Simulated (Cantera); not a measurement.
A closed system holds: 1 mol trisilylamine, a varied amount of N₂, held at 502 °C and 0.0250 bar.

Method: chemical equilibrium by Gibbs-energy minimisation in Cantera with the NASA 1993 tables (ideal gas, pure condensed phases). Candidate condensed phases: Si, Si₃N₄; 18 gas species. The feed counts by its element totals alone. Kinetics and transport are ignored.

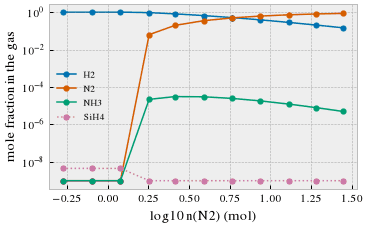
Equilibrium gas composition (values under 1e-9 drawn at 1e-9)

From 0.53 mol N₂ to 1.2 mol N₂ the condensed part is Si(s) + Si₃N₄(s). From 1.8 mol N₂ to 28 mol N₂ the condensed part is Si₃N₄(s).
